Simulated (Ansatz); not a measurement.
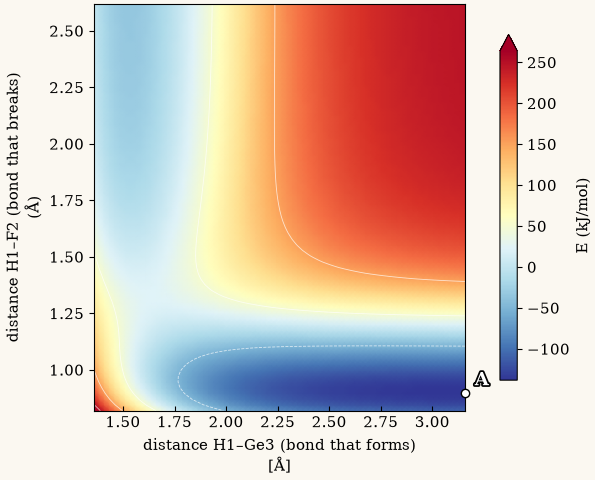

The reacting system FGeH₄ (fragments FH + GeH₃ where the first distance is long, GeH₄ + F where the second is long), spin multiplicity 2. Coordinates scanned: (1) distance H1–Ge3 (bond that forms); (2) distance H1–F2 (bond that breaks). Relaxed at each point: all other coordinates. The grid has 13 × 13 points. Points are written as (first, second). Energies are in kJ/mol, from a guessed transition structure relaxed with its forming and breaking bonds held. In part of the range the unrestricted reference is strongly spin-contaminated. Method: Ansatz 0.2.0, UHF/def2-SVP.

Drawn: a smooth colour map with a few white contour lines, one colour for all values above the top of the scale, the point A. Between grid points the surface is interpolated.

Question: Find the lowest path from A to the other arm of the map, and its barrier.

Answer: The easiest path runs from the side where the first distance is long, (3.159 Å, 0.900 Å), to the side where the second distance is long, (1.551 Å, 2.619 Å). Its highest point, at about (1.63 Å, 1.34 Å), lies about 161 kJ/mol above the start and 57 kJ/mol above the end on the interpolated surface. An end on the edge of the scan is no minimum, so the barrier from there is a lower bound.

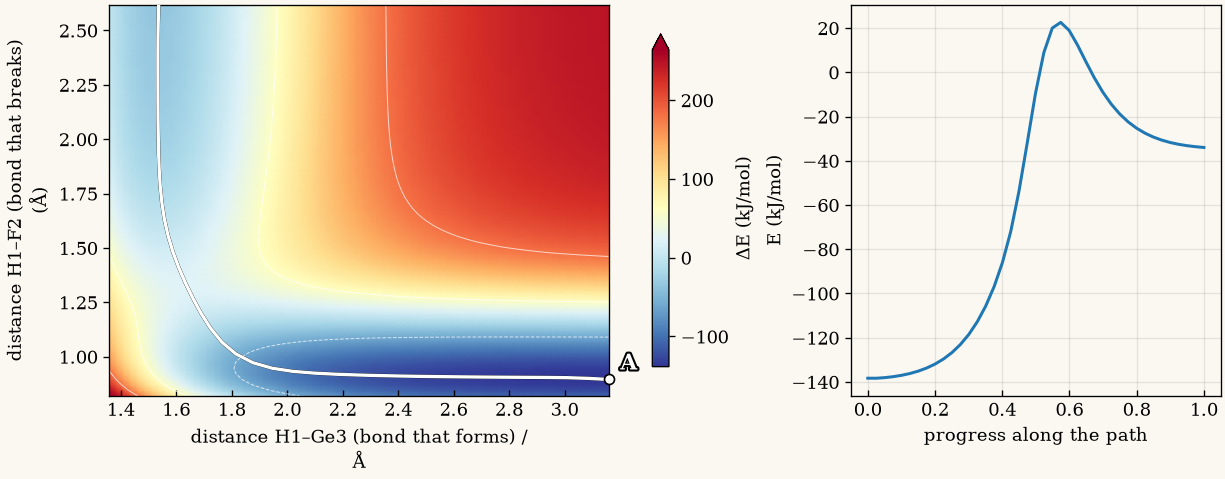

The picture shows a smooth colour map with a few white contour lines, a line along the lowest path, one colour for all values above the top of the scale, the energy along the path at the right. Between grid points the surface is interpolated.
